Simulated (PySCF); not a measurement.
H$_{10}$Si$_{5}$ (cyclo-(SiH2)5)

```yaml
atoms:
  - { symbol: Si, position_ang: [1.1517, -1.1797, -1.1488] }
  - { symbol: H, position_ang: [1.4537, -2.6252, -0.9004] }
  - { symbol: H, position_ang: [1.8576, -0.7613, -2.4011] }
  - { symbol: Si, position_ang: [1.8887, 0.1284, 0.6755] }
  - { symbol: H, position_ang: [2.5106, -0.7472, 1.7188] }
  - { symbol: H, position_ang: [2.9114, 1.1233, 0.2223] }
  - { symbol: Si, position_ang: [0.0088, 1.2368, 1.5806] }
  - { symbol: H, position_ang: [-0.1915, 0.8244, 3.0058] }
  - { symbol: H, position_ang: [0.2123, 2.7197, 1.5437] }
  - { symbol: Si, position_ang: [-1.8828, 0.6517, 0.2891] }
  - { symbol: H, position_ang: [-2.9257, 0.0163, 1.1549] }
  - { symbol: H, position_ang: [-2.4733, 1.8755, -0.3393] }
  - { symbol: Si, position_ang: [-1.1771, -0.8616, -1.3828] }
  - { symbol: H, position_ang: [-1.4824, -0.3104, -2.7412] }
  - { symbol: H, position_ang: [-1.8948, -2.1669, -1.2330] }
```

Geometry: PBE0-D3(BJ)/def2-SVP.

Computed with PBE0/pcSseg-1, SCF density, gas phase, non-relativistic in PySCF.

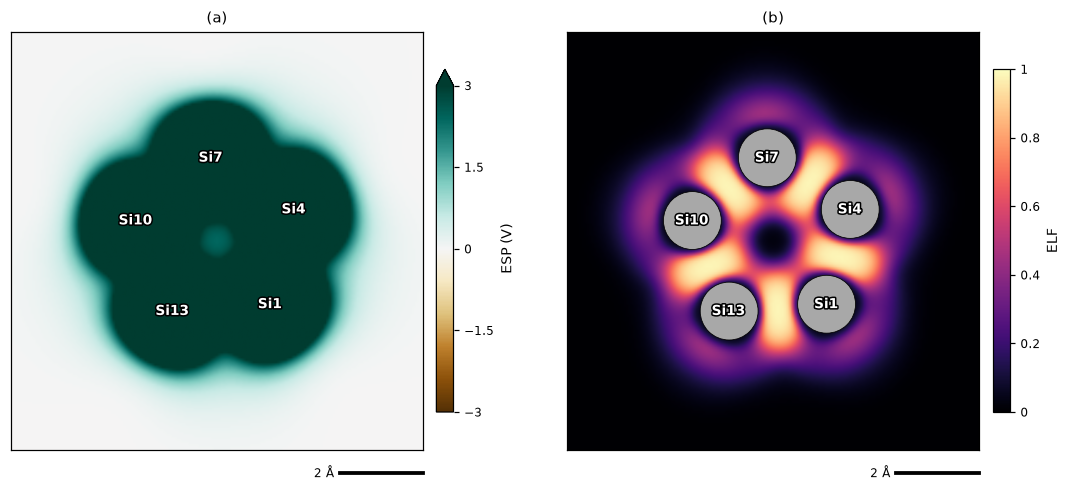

Figure 1. (a) electrostatic potential; (b) electron localisation function on the plane of atoms Si4, Si1 and Si13. Grey discs cover the atomic cores in the ELF map.

**What do the fields say about this system?**

- Atoms in the plane: Si.
- Si–Si (2.36 Å): the ELF peaks at about 1 between the atoms; a shared electron pair.
- The potential has no marked negative region in this plane.

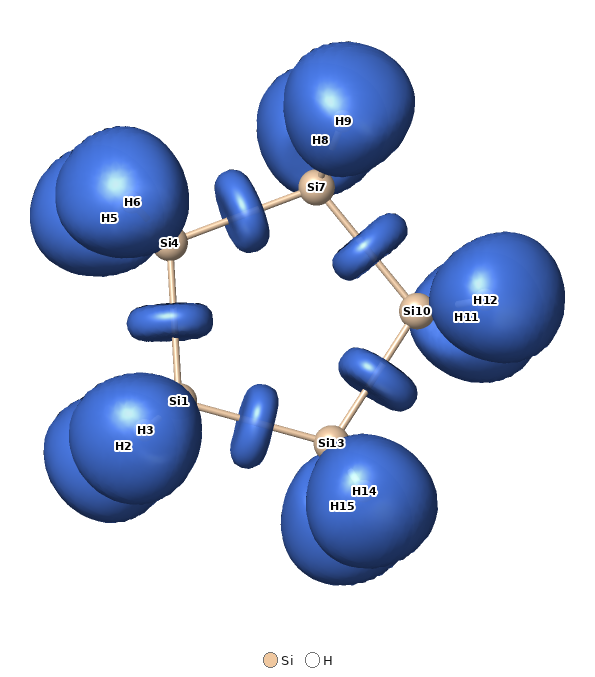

Figure 2. Isosurface of the electron localisation function at 0.9 (blue), seen across its widest extent. Core shells and regions of very low density are left out.

**What do the ELF domains correspond to?**

The ELF exceeds this value in five regions between bonded Si–Si atoms (shared pairs) and ten regions around hydrogen nuclei. Along the contacts the grid gives the following. Si–H (1.50 Å): the ELF climbs to about 1 towards the hydrogen, as it does in any bond to H.
